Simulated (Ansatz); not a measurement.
# YSiBOs3: relaxing a made-up structure

Starting from a made-up structure for YSiBOs3, the aim is the relaxed cell, its shortest contacts and, where a second run follows, its electronic structure.

Program: Ansatz 0.2.0. Level of theory: DFT, PBE, plane-wave PAW, files of the set soft_1, scalar-relativistic, no spin, cell and ions relaxed at zero pressure; PAW set soft_1. Results are calculated unless marked as measured.

**1. The starting structure**

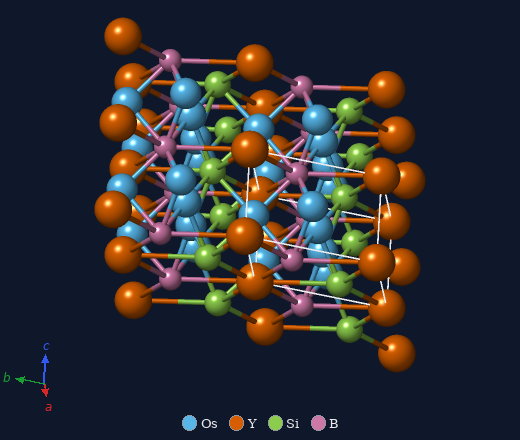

The starting structure, seen from a free direction (osmium blue, yttrium orange, silicon green, boron pink). 2×2×2 cells are drawn. Some periodic images of atoms are drawn too.

Coordinates:

```
Os Y Si B
1.0
     5.55700    0.00000    0.00000
    -2.77850    4.81250    0.00000
     0.00000    0.00000    3.44400
Os Y Si B
3 1 1 1
Direct
  0.49410 0.98820 0.50000
  0.49410 0.50590 0.50000
  0.01180 0.50590 0.50000
  0.00000 0.00000 0.00000
  0.66667 0.33333 0.00000
  0.33333 0.66667 0.00000
```

**2. Relaxing cell and atoms**

The guess takes its coordinates from another compound and its volume from a rule, so the cell and any free coordinates are relaxed together.

The input, input.yaml:

```yaml
crystal:
  lattice:
    - [5.557, 0.0, 0.0]
    - [-2.7785, 4.812503169, 0.0]
    - [0.0, 0.0, 3.444]
  atoms:
    - { symbol: Os, position: [0.4941, 0.9882, 0.5] }
    - { symbol: Os, position: [0.4941, 0.5059, 0.5] }
    - { symbol: Os, position: [0.0118, 0.5059, 0.5] }
    - { symbol: "Y", position: [0.0, 0.0, 0.0] }
    - { symbol: Si, position: [0.666666667, 0.333333333, 0.0] }
    - { symbol: B, position: [0.333333333, 0.666666667, 0.0] }
kpoints:
  mp_grid: { grid: [6, 6, 8] }
scf:
  occupations: { method: fermi_dirac, width: 0.05 }
hamiltonian:
  xc: pbe
  pseudopotentials: { kind: paw, azcp: { folder: soft_1 } }
relax:
  f_tol: 0.015
  max_steps: 70
  cell: {}
output:
  forces: true
  stress: true
```

Command:

```
$ ansatz run input.yaml --threads 4 --pin off --max-ram 10240MiB --backend cpu --events-out ev --progress --plain --runs-dir out
```

Numbers of over 12 decimals in the logs are rounded to 6 here.

The log of the run:

```text
Engine: ansatz 0.2.0, aarch64-unknown-linux-gnu
Pseudopotentials: kind: paw
Pseudopotential: Os, paw, valence charge 16, recommended cutoff 420 eV (normal), soft_1/Os.paw.azcp
Pseudopotential: Y, paw, valence charge 11, recommended cutoff 420 eV (normal), soft_1/Y.paw.azcp
Pseudopotential: Si, paw, valence charge 4, recommended cutoff 420 eV (normal), soft_1/Si.paw.azcp
Pseudopotential: B, paw, valence charge 3, recommended cutoff 420 eV (normal), soft_1/B.paw.azcp
Functional definition: PBE
  parameter kappa = 0.804
  parameter beta = 0.066725
  exchange = pbe_x(kappa = kappa, mu = beta*pi^2/3)
  correlation = pbe_c(beta = beta)
Crystal: 6 atoms, lattice volume = 92.103 Å³
Basis set: ecut = 420 eV, 1763 PW (Γ), exchange–correlation on 80×80×48 points (8 copies of the dense FFT grid, shifted against one another)
Bands: 40, of which v1, the nominal top of the filled ones, is band 33 counted from 1 (32 counted from 0)
Symmetry: 12 space group operations
Space group: P-6m2 (ITA 187), of the structure as read, at distance tolerance 4.5e-5 Å
k-points: 35 of 288 (time reversal used)
Non-local potential: Os, projectors of the file, l = 0: 3, l = 1: 2, l = 2: 2, l = 3: 1
Non-local potential: Y, projectors of the file, l = 0: 3, l = 1: 2, l = 2: 2, l = 3: 1
Non-local potential: Si, projectors of the file, l = 0: 2, l = 1: 2, l = 2: 1
Non-local potential: B, projectors of the file, l = 0: 2, l = 1: 2, l = 2: 1
PAW form: soft (Blöchl's): semilocal exchange-correlation on the pseudo side does not see the compensation charge
PAW one-centre angular grid: Os, 590 points (default); XC on 64 Gauss nodes
PAW one-centre angular grid: Y, 590 points (default); XC on 64 Gauss nodes
PAW one-centre angular grid: Si, 110 points (default); XC on 64 Gauss nodes
PAW one-centre angular grid: B, 110 points (default); XC on 64 Gauss nodes
Initial density: superposition of atomic densities (chi_scale 0.1, normalization cell, long waves kept (reshape's long-wave potential 0.00 eV rms))
Initial wavefunctions: pseudopotential atomic-orbital guess
Functional: x = pbe(κ = 0.804, μ = 0.219515), c = pbe(β = 0.066725)
SCF iter   1: F=—  HF=-38801.643179 eV  |F-HF|=—  |Δ(HF+E_count)|=         —  Δρ=8.15e-2  dr2=1.10e1  ethr=3.10e-3  ⟨swp⟩=6.0  Hψ=5270  notcnv=0
preconditioner: auto → Kerker (q_TF=auto, 2.581 Å⁻¹)  [metal: Δε(μ)=0.034 eV  Ē_g=8.901 eV  σ=0.050 eV  W_gap=0.17  n_scr=26 (ndim 8)  ℏωp=24.5 eV  f_vac=0.000  D(μ)=4.93/eV (n_scr^D=44)]
SCF iter   2: F=—  HF=-38800.117135 eV  |F-HF|=—  |Δ(HF+E_count)|=    1.53e0  Δρ=3.85e-2  dr2=2.49e0  ethr=3.10e-3  ⟨swp⟩=2.2  Hψ=2363  notcnv=0  defer=16
SCF iter   3: F=—  HF=-38799.720061 eV  |F-HF|=—  |Δ(HF+E_count)|=   3.97e-1  Δρ=6.72e-3  dr2=8.03e-2  ethr=3.10e-3  ⟨swp⟩=2.1  Hψ=2136  notcnv=0  defer=16
SCF iter   4: F=—  HF=-38799.704378 eV  |F-HF|=—  |Δ(HF+E_count)|=   1.57e-2  Δρ=1.33e-3  dr2=2.19e-3  ethr=1.22e-4  ⟨swp⟩=2.9  Hψ=2413  notcnv=0  defer=23
SCF iter   5: F=—  HF=-38799.704202 eV  |F-HF|=—  |Δ(HF+E_count)|=   1.76e-4  Δρ=3.94e-4  dr2=1.56e-4  ethr=3.32e-6  ⟨swp⟩=2.0  Hψ=1798  notcnv=0  defer=23
SCF iter   6: F=—  HF=-38799.704181 eV  |F-HF|=—  |Δ(HF+E_count)|=   2.12e-5  Δρ=8.61e-5  dr2=6.20e-6  ethr=2.36e-7  ⟨swp⟩=2.0  Hψ=2045  notcnv=0  defer=23
SCF iter   7: F=—  HF=-38799.704167 eV  |F-HF|=—  |Δ(HF+E_count)|=   1.44e-5  Δρ=1.38e-5  dr2=1.99e-7  ethr=9.39e-9  ⟨swp⟩=2.0  Hψ=2107  notcnv=0  defer=23
SCF iter   8: F=-38799.704167 eV  HF=-38799.704167 eV  |F-HF|=7.13e-9  |Δ(HF+E_count)|=   1.62e-8  Δρ=3.16e-6  dr2=1.35e-8  ethr=1.52e-10  ⟨swp⟩=4.0  Hψ=4552  notcnv=0
SCF 1 converged in 8 iterations: F = -38799.704167 eV  dr2 = 1.35e-8
  greatest PAW one-centre occupation: 1.000 electrons in one spin orbital (limit 2), on the Os atom at site 2 (counted from 0), in its partial waves of l = 0
relax step   1: F+E_penalty+E_count = -38799.70416677 eV  Δ(F+E_penalty+E_count) = +0.000e0 eV  max|allowed force component| = 6.710e-1 eV/Å  Δτ_max = 0.0000 Å  P = -2.874 GPa  Ω = 92.103 Å³  (8 SCF iters, dr2 threshold 1.00e-7 eV, accepted)
Crystal: 6 atoms, lattice volume = 89.965 Å³
Basis set: ecut = 420 eV, 1757 PW (Γ), exchange–correlation on 80×80×48 points (8 copies of the dense FFT grid, shifted against one another)
Initial density: handed on by an earlier stage of this run
Initial wavefunctions: those handed on with the density
iter 1 solved again at ethr=6.80e-5 eV; its pass at ethr=3.10e-3 eV (dr2=4.49e-2 eV) is discarded
SCF iter   1: F=—  HF=-38799.729558 eV  |F-HF|=—  |Δ(HF+E_count)|=         —  Δρ=4.77e-3  dr2=4.48e-2  ethr=6.80e-5  ⟨swp⟩=1.5  Hψ=6524  notcnv=0
preconditioner: auto → Kerker (q_TF=auto, 2.591 Å⁻¹)  [metal: Δε(μ)=0.014 eV  Ē_g=8.957 eV  σ=0.050 eV  W_gap=0.07  n_scr=26 (ndim 8)  ℏωp=24.8 eV  f_vac=0.000  D(μ)=4.37/eV (n_scr^D=44)]
SCF iter   2: F=—  HF=-38799.723027 eV  |F-HF|=—  |Δ(HF+E_count)|=   6.53e-3  Δρ=2.55e-3  dr2=1.46e-2  ethr=6.79e-5  ⟨swp⟩=1.1  Hψ=1404  notcnv=0
SCF iter   3: F=—  HF=-38799.720052 eV  |F-HF|=—  |Δ(HF+E_count)|=   2.98e-3  Δρ=3.15e-4  dr2=1.25e-4  ethr=2.21e-5  ⟨swp⟩=2.0  Hψ=1957  notcnv=0
SCF iter   4: F=—  HF=-38799.720019 eV  |F-HF|=—  |Δ(HF+E_count)|=   3.27e-5  Δρ=6.67e-5  dr2=7.22e-6  ethr=1.90e-7  ⟨swp⟩=2.0  Hψ=2002  notcnv=0
iter 5 did not close the SCF: its close was put off for the readings that it lacked (scf_convergence_deferred on its scf_iter line)
SCF iter   5: F=-38799.720018 eV  HF=-38799.720018 eV  |F-HF|=1.29e-7  |Δ(HF+E_count)|=   1.25e-6  Δρ=1.48e-5  dr2=2.50e-7  ethr=1.09e-8  ⟨swp⟩=2.0  Hψ=1894  notcnv=0
SCF iter   6: F=-38799.720018 eV  HF=-38799.720018 eV  |F-HF|=8.81e-9  |Δ(HF+E_count)|=   3.73e-8  Δρ=3.37e-6  dr2=1.51e-8  ethr=3.78e-10  ⟨swp⟩=2.4  Hψ=4680  notcnv=0
SCF 2 converged in 6 iterations: F = -38799.720018 eV  dr2 = 1.51e-8
relax step   2: F+E_penalty+E_count = -38799.72001774 eV  Δ(F+E_penalty+E_count) = -1.585e-2 eV  max|allowed force component| = 4.712e-1 eV/Å  Δτ_max = 0.0296 Å  P = +2.907 GPa  Ω = 89.965 Å³  energy of the carried Pulay correction = +9.605e-4 eV  (6 SCF iters, dr2 threshold 6.00e-7 eV, accepted)
Crystal: 6 atoms, lattice volume = 91.136 Å³
iter 1 solved again at ethr=1.11e-5 eV; its pass at ethr=3.10e-3 eV (dr2=7.34e-3 eV) is discarded
SCF iter   1: F=—  HF=-38799.746784 eV  |F-HF|=—  |Δ(HF+E_count)|=         —  Δρ=2.81e-3  dr2=7.50e-3  ethr=1.11e-5  ⟨swp⟩=2.0  Hψ=7283  notcnv=0
preconditioner: auto → Kerker (q_TF=auto, 2.585 Å⁻¹)  [metal: Δε(μ)=0.028 eV  Ē_g=8.888 eV  σ=0.050 eV  W_gap=0.14  n_scr=26 (ndim 8)  ℏωp=24.6 eV  f_vac=0.000  D(μ)=4.79/eV (n_scr^D=44)]
SCF iter   2: F=—  HF=-38799.745736 eV  |F-HF|=—  |Δ(HF+E_count)|=   1.05e-3  Δρ=1.42e-3  dr2=2.05e-3  ethr=1.11e-5  ⟨swp⟩=1.0  Hψ=1401  notcnv=0
SCF iter   3: F=—  HF=-38799.745370 eV  |F-HF|=—  |Δ(HF+E_count)|=   3.66e-4  Δρ=1.70e-4  dr2=3.02e-5  ethr=3.10e-6  ⟨swp⟩=2.0  Hψ=1931  notcnv=0
SCF iter   4: F=—  HF=-38799.745353 eV  |F-HF|=—  |Δ(HF+E_count)|=   1.68e-5  Δρ=3.16e-5  dr2=1.24e-6  ethr=4.58e-8  ⟨swp⟩=2.0  Hψ=1961  notcnv=0
iter 5 did not close the SCF: its close was put off for the readings that it lacked (scf_convergence_deferred on its scf_iter line)
SCF iter   5: F=-38799.745353 eV  HF=-38799.745353 eV  |F-HF|=1.35e-8  |Δ(HF+E_count)|=   1.40e-7  Δρ=7.53e-6  dr2=5.06e-8  ethr=1.88e-9  ⟨swp⟩=2.0  Hψ=2052  notcnv=0
SCF iter   6: F=-38799.745353 eV  HF=-38799.745353 eV  |F-HF|=9.60e-10  |Δ(HF+E_count)|=  6.69e-10  Δρ=1.81e-6  dr2=3.61e-9  ethr=7.66e-11  ⟨swp⟩=2.0  Hψ=4117  notcnv=0
SCF 3 converged in 6 iterations: F = -38799.745353 eV  dr2 = 3.61e-9
relax step   3: F+E_penalty+E_count = -38799.74535279 eV  Δ(F+E_penalty+E_count) = -2.534e-2 eV  max|allowed force component| = 6.027e-2 eV/Å  Δτ_max = 0.0072 Å  P = -0.388 GPa  Ω = 91.136 Å³  energy of the carried Pulay correction = +4.316e-4 eV  (6 SCF iters, dr2 threshold 6.00e-7 eV, accepted)
[...]
relax step   4: F+E_penalty+E_count = -38799.76078825 eV  Δ(F+E_penalty+E_count) = -1.544e-2 eV  max|allowed force component| = 3.252e-2 eV/Å  Δτ_max = 0.0017 Å  P = -1.194 GPa  Ω = 91.417 Å³  energy of the carried Pulay correction = +3.057e-4 eV  (6 SCF iters, dr2 threshold 6.00e-7 eV, accepted)
[...]
relax step   5: F+E_penalty+E_count = -38799.80602077 eV  Δ(F+E_penalty+E_count) = -4.523e-2 eV  max|allowed force component| = 2.774e-1 eV/Å  Δτ_max = 0.0038 Å  P = +0.411 GPa  Ω = 90.621 Å³  energy of the carried Pulay correction = +6.636e-4 eV  (6 SCF iters, dr2 threshold 6.00e-7 eV, accepted)
[...]
relax step   6: F+E_penalty+E_count = -38799.60648632 eV  Δ(F+E_penalty+E_count) = +1.995e-1 eV  max|allowed force component| = 1.769e-1 eV/Å  Δτ_max = 0.0185 Å  P = +2.235 GPa  Ω = 90.452 Å³  energy of the carried Pulay correction = +7.399e-4 eV  (6 SCF iters, dr2 threshold 6.00e-7 eV, rejected (line search))
[...]
relax step   7: F+E_penalty+E_count = -38799.80414008 eV  Δ(F+E_penalty+E_count) = +1.881e-3 eV  max|allowed force component| = 4.152e-1 eV/Å  Δτ_max = 0.0190 Å  P = -0.741 GPa  Ω = 91.241 Å³  energy of the carried Pulay correction = +3.846e-4 eV  (9 SCF iters, rejected (line search))
[...]
relax step   8: F+E_penalty+E_count = -38799.81152363 eV  Δ(F+E_penalty+E_count) = -5.503e-3 eV  max|allowed force component| = 2.402e-2 eV/Å  Δτ_max = 0.0072 Å  P = +0.041 GPa  Ω = 90.818 Å³  energy of the carried Pulay correction = +5.745e-4 eV  (8 SCF iters, accepted)
[...]
relax step   9: F+E_penalty+E_count = -38799.81198968 eV  Δ(F+E_penalty+E_count) = -4.661e-4 eV  max|allowed force component| = 7.459e-3 eV/Å  Δτ_max = 0.0011 Å  P = -0.028 GPa  Ω = 90.862 Å³  energy of the carried Pulay correction = +5.548e-4 eV  (6 SCF iters, dr2 threshold 3.95e-7 eV, accepted)
Initial wavefunctions: pseudopotential atomic-orbital guess (no wavefunctions were taken with the density)
iter 1 solved again at ethr=1.59e-7 eV; its pass at ethr=3.10e-3 eV (dr2=1.05e-4 eV) is discarded
SCF iter   1: F=—  HF=-38799.812185 eV  |F-HF|=—  |Δ(HF+E_count)|=         —  Δρ=2.43e-4  dr2=3.47e-6  ethr=1.59e-7  ⟨swp⟩=3.4  Hψ=8933  notcnv=0
preconditioner: auto → Kerker (q_TF=auto, 2.587 Å⁻¹)  [metal: Δε(μ)=0.009 eV  Ē_g=8.934 eV  σ=0.050 eV  W_gap=0.05  n_scr=32 (ndim 8)  ℏωp=24.6 eV  f_vac=0.000  D(μ)=2.92/eV (n_scr^D=26)]
SCF iter   2: F=—  HF=-38799.812279 eV  |F-HF|=—  |Δ(HF+E_count)|=   9.38e-5  Δρ=1.24e-4  dr2=8.66e-7  ethr=5.26e-9  ⟨swp⟩=2.4  Hψ=2098  notcnv=0
SCF iter   3: F=—  HF=-38799.812305 eV  |F-HF|=—  |Δ(HF+E_count)|=   2.58e-5  Δρ=6.80e-6  dr2=1.17e-8  ethr=1.31e-9  ⟨swp⟩=2.2  Hψ=2118  notcnv=0
SCF iter   4: F=—  HF=-38799.812305 eV  |F-HF|=—  |Δ(HF+E_count)|=   2.44e-8  Δρ=6.68e-7  dr2=3.17e-10  ethr=1.77e-11  ⟨swp⟩=2.1  Hψ=2249  notcnv=0
iter 5 did not close the SCF: its close was put off for the readings that it lacked (scf_convergence_deferred on its scf_iter line)
SCF iter   5: F=-38799.812305 eV  HF=-38799.812305 eV  |F-HF|=2.18e-11  |Δ(HF+E_count)|=  1.89e-10  Δρ=1.14e-7  dr2=2.13e-11  ethr=1.00e-12  ⟨swp⟩=1.1  Hψ=1413  notcnv=0
SCF iter   6: F=-38799.812305 eV  HF=-38799.812305 eV  |F-HF|=2.91e-11  |Δ(HF+E_count)|=    0.00e0  Δρ=2.76e-8  dr2=1.90e-12  ethr=1.00e-12  ⟨swp⟩=3.0  Hψ=4444  notcnv=0
SCF 10 converged in 6 iterations: F = -38799.812305 eV  dr2 = 1.90e-12
relax step  10: F+E_penalty+E_count = -38799.81230486 eV  Δ(F+E_penalty+E_count) = -3.152e-4 eV  max|allowed force component| = 7.941e-3 eV/Å  Δτ_max = 0.0000 Å  P = -0.018 GPa  Ω = 90.862 Å³  stress off target by 2.37e-2 GPa  SCF on the basis re-selected at this cell (its energy is not comparable with the rows above)  (6 SCF iters)
basis re-selected at this cell: Δ(F+E_penalty+E_count) = -3.152e-4 eV, ΔP = +0.009 GPa vs the last step (what re-selecting the basis moved, of the pressure what is left beyond the Pulay correction that the steps carried, after the strain that the cell walked since its last selection, with what the two solves' SCF thresholds leave and, on support functions, any second-order correction that the steps lacked; it is no m [...]
SCF converged after 6 iterations
Free energy (F): -38799.812305 eV
Harris-Foulkes:  -38799.812305 eV  (|F-HF|=2.91e-11)
Internal energy: -38799.788259 eV  (E = F + TS)
E sigma→0 (E₀):  -38799.800282 eV
Entropy (-TS):   -0.024046 eV (-4.008 meV/atom)
Fermi energy:    17.478531 eV
--- Per-component energies (eV) ---
  E_band       = -522.980419
  E_kinetic    = 1887.958781
  E_local      = -4706.599027  (includes V_loc(G=0)·N_el)
  E_nonlocal   = 649.753633
  E_hartree    = 1736.789300
  E_xc         = -971.836319
  E_vxc        = -1033.565282  (∫ρ·V_xc dr)
  E_paw        = -30548.669323  (= ΣΔE_a)
  E_vpaw       = -794.108538  (= ΣTr[D̂ρ^β])
  E_aug_tail   = 0.001378  (compensation charges beyond the density's cutoff)
  E_ewald      = -6847.186681
  E_smearing   = -0.024046  (= −TS)
  E_closure    = 0.000000  (closes the sum)
  Σ components = -38799.812305   (vs F -38799.812305, Δ=0.00e0)
--- Forces (eV/Å), atoms counted from 1 ---
  atom   1  Os     0.00000000    -0.00794094     0.00000000
  atom   2  Os    -0.00687706     0.00397047     0.00000000
  atom   3  Os     0.00687706     0.00397047    -0.00000000
  atom   4  Y      0.00000000    -0.00000000     0.00000000
  atom   5  Si    -0.00000000    -0.00000000     0.00000000
  atom   6  B      0.00000000     0.00000000    -0.00000000
  max |Σ_I F_I| component: 1.08e-16 eV/Å
--- Stress (GPa, compression-positive) ---
       -0.023654      -0.000000      -0.000000
        0.000000      -0.023654      -0.000000
       -0.000000      -0.000000      -0.007473
  P = ⅓ Tr σ = -0.0183 GPa (-0.183 kbar)
--- Relaxed structure (9 steps of the walk, 7 accepted, 1 SCFs on fresh bases) ---
  F+E_penalty+E_count = -38799.81230486 eV   max|allowed force component| = 7.941e-3 eV/Å   (the final SCF, on the basis selected at the relaxed cell)
  cell:  # Å, volume = 90.8622 Å³
    - [5.751468, 2.159027265523436e-17, 0]
    - [-2.875734, 4.980917, 0]
    - [0, 0, 3.171722]
  atoms:
    - { symbol: Os, position: [0.491121, 0.982242, 0.5] }
    - { symbol: Os, position: [0.491121, 0.508879, 0.5] }
    - { symbol: Os, position: [0.017758, 0.508879, 0.5] }
    - { symbol: Y, position: [1.4086794123930393e-19, 1.1264430738337866e-19, 0] }
    - { symbol: Si, position: [0.666667, 0.333333, 0] }
    - { symbol: B, position: [0.333333, 0.666667, 0] }
```

Elapsed: 30 s, on 4 threads of Arm Neoverse V1, shared host; peak memory 0.49 GiB.

Step by step:

```tsv
step	energy less that of the first step (eV)	largest force component (eV/Å)	pressure (GPa)	volume (Å³)
1	0.0000	0.6710	-2.87	92.10
2	-0.0159	0.4712	2.91	89.97
3	-0.0412	0.0603	-0.39	91.14
4	-0.0566	0.0325	-1.19	91.42
5	-0.1019	0.2774	0.41	90.62
6	0.0977	0.1769	2.23	90.45
7	-0.1000	0.4152	-0.74	91.24
8	-0.1074	0.0240	0.04	90.82
9	-0.1078	0.0075	-0.03	90.86
10*	-0.1081	0.0079	-0.02	90.86
```

Relaxation steps marked * repeat the geometry before them on a plane-wave basis chosen anew for their cell, so energy and pressure can jump there. Relaxation steps 6, 7 were tried and not accepted.

The run keeps the 12 symmetry operations that it works with, so distortions that break them were not tested.

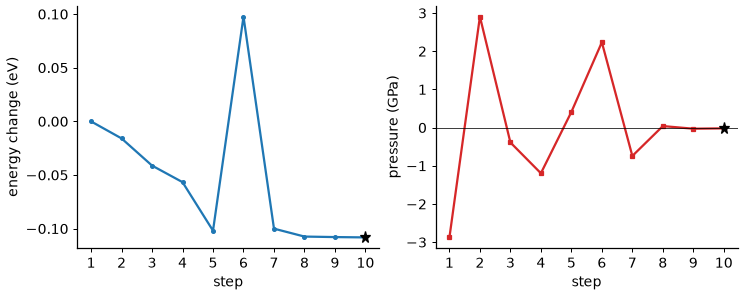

Energy and pressure along the relaxation. Stars mark steps on a basis chosen anew.

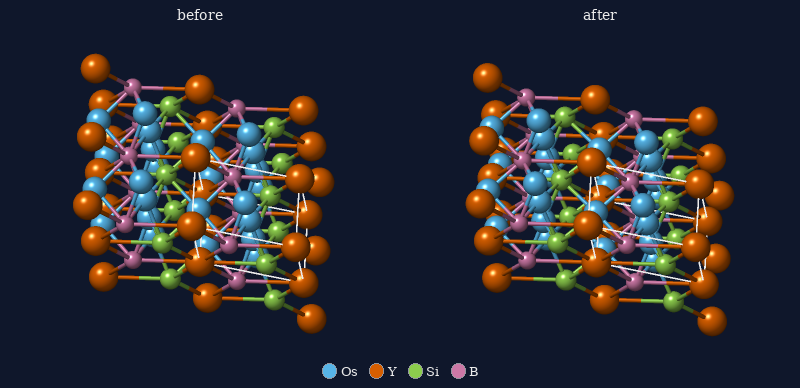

The structure before and after the relaxation, drawn at the same scale.

```tsv
conventional cell, symmetrised	before	after	change
a (Å)	5.557	5.751	+3.5 %
b (Å)	5.557	5.751	+3.5 %
c (Å)	3.444	3.172	-7.9 %
volume (Å³/atom)	15.35	15.14	-1.3 %
```

The atoms that moved most (Å, as changes of fractional coordinates times the final cell):

```tsv
atom	dx	dy	dz	length
Os1	0.000	-0.030	0.000	0.030
Os3	0.026	0.015	0.000	0.030
Os2	-0.026	0.015	0.000	0.030
```

The relaxed structure:

```xyz
6
Lattice="5.7515 0.0000 0.0000 -2.8757 4.9809 0.0000 0.0000 0.0000 3.1717" Properties=species:S:1:pos:R:3 pbc="T T T"
Os    0.0000    4.8925    1.5859
Os    1.3613    2.5347    1.5859
Os   -1.3613    2.5347    1.5859
Y     0.0000    0.0000    0.0000
Si    2.8757    1.6603    0.0000
B     0.0000    3.3206    0.0000
```

This step gave:

| Property | Result |
| --- | --- |
| free energy | -38799.8123 eV |
| energy at zero smearing | -38799.8003 eV |
| smearing term TS | 0.02405 eV |
| Fermi energy | 17.48 eV |
| electrons | 66 |
| symmetry operations | 12 |
| pressure | -0.01826 GPa |

The shortest distance of each pair, which need not be the same contact before and after:

```tsv
pair	guess (Å)	relaxed (Å)
B–Os	2.315	2.233
Os–Si	2.393	2.361
Os–Os	2.680	2.723
Y–Y	3.444	3.172
Si–Si	3.444	3.172
```

The relaxation ends with a largest force component of 0.0079 eV/Å and a pressure of -0.02 GPa.

**3. What came out**

| Property | Result |
| --- | --- |
| space group, relaxed | P-6m2 |
| conventional cell | a = 5.751, b = 5.751, c = 3.172 Å; α = 90.0°, β = 90.0°, γ = 120.0° |
| volume per atom | 15.14 Å³ (guess 15.35) |

In words: YSiBOs3 relaxes to P-6m2 with a = 5.751, b = 5.751 and c = 3.172 Å. The guessed volume was near the relaxed one. The space group P-6m2 was held in the relaxation, so the end point is a stationary structure within it and may be a saddle against distortions or other arrangements. Mesh and cutoff weren't tested. Spin-orbit coupling is left out, which can matter for elements this heavy. No dispersion term is used, so weakly bound directions may come out too long. The runs have no spin, and magnetism wasn't tested. Nothing here tests whether the compound is stable against decomposition.

[Logs are printed without paths, hosts, clocks, repeated set-up lines and the standing remarks that a program may print on its own settings, such as how far it seeks lower states.]

[Hosts, paths, dates, database ids (printed as entryN), source tags and the programs' standing remarks are cut or masked in the printed files.]
